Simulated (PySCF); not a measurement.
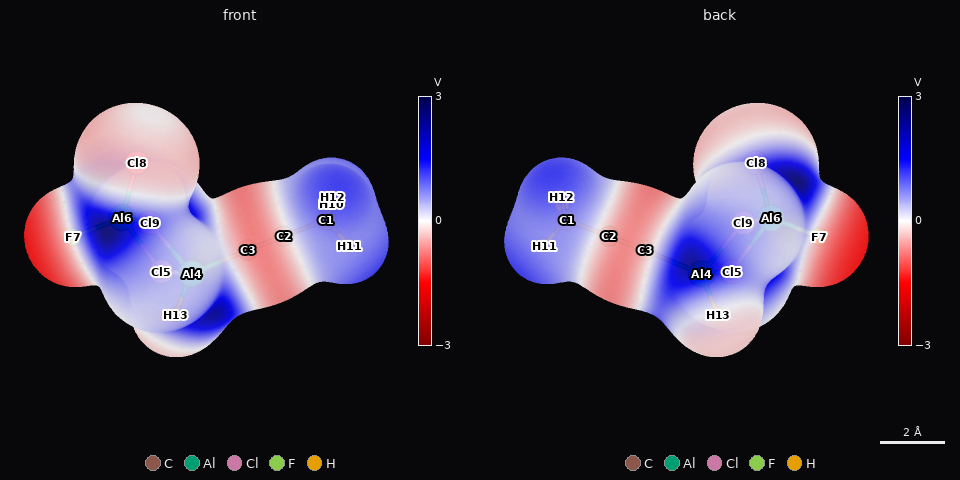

*C3H4Al2Cl3F. The electrostatic potential painted on the density surface at 0.002 e/bohr³, seen from the front and from behind; the colour scale runs from red (negative) to blue (positive).*

Geometry: GFN2-xTB.

Level of theory: PBE0/pcSseg-1, SCF density, gas phase, non-relativistic (PySCF 2.14.0).

```yaml
atoms:
  - { symbol: C, position_ang: [2.5640, 2.1133, 0.3644] }
  - { symbol: C, position_ang: [1.7286, 0.9603, 0.1132] }
  - { symbol: C, position_ang: [1.0249, -0.0089, -0.0951] }
  - { symbol: Al, position_ang: [-0.0329, -1.5835, -0.4565] }
  - { symbol: Cl, position_ang: [-1.4181, -1.8562, 1.2249] }
  - { symbol: Al, position_ang: [-3.0734, -1.1176, -0.0314] }
  - { symbol: F, position_ang: [-4.0119, -2.4415, -0.3361] }
  - { symbol: Cl, position_ang: [-3.7747, 0.6771, 0.5737] }
  - { symbol: Cl, position_ang: [-1.7007, -0.9735, -1.7499] }
  - { symbol: H, position_ang: [2.1707, 2.6845, 1.2054] }
  - { symbol: H, position_ang: [3.5791, 1.7921, 0.5986] }
  - { symbol: H, position_ang: [2.5913, 2.7543, -0.5168] }
  - { symbol: H, position_ang: [0.3489, -3.0000, -0.9121] }
```

Q: Describe the electrostatic potential map.

A: The most negative region (about −1.3 V) lies over F7, the most positive (about +2.4 V) over Al6.
